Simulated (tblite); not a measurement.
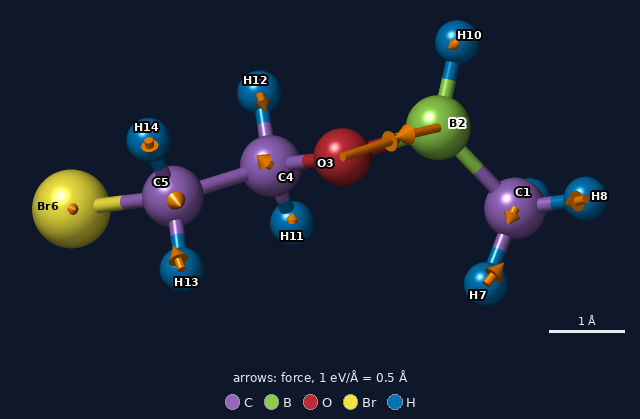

Starting geometry of C$_{3}$H$_{8}$BBrO with the computed forces as orange arrows. Style: ball-and-stick. Shown at a tilt.

Theory: GFN2-xTB geometry optimisation, gas phase (tblite). 

> What follows when this structure is relaxed?

It isn't relaxed: the largest force vector, on the O atom, is 2.32 eV/Å. The final displacements have little in common with the starting forces (cosine between the two patterns 0.24). An H atom moves most after the best rigid fit: 1.23 Å. By element the largest moves are H 1.23 Å, O 0.85 Å, Br 0.82 Å, C 0.29 Å, B 0.29 Å. Some distances before and after: B–O 1.489 → 1.333 Å, C–H 1.116 → 1.090 Å, B–C 1.571 → 1.591 Å, B–H 1.184 → 1.174 Å. Among the angles between lasting bonds that change: B–O–C 108.0° → 126.4°, O–B–H 119.0° → 112.9°, C–B–O 120.6° → 125.0°. Groups turn about B–O by about 90°, C–O by about 60°, B–C by about 50°. Over 83 geometry steps the energy falls by 1.020 eV.
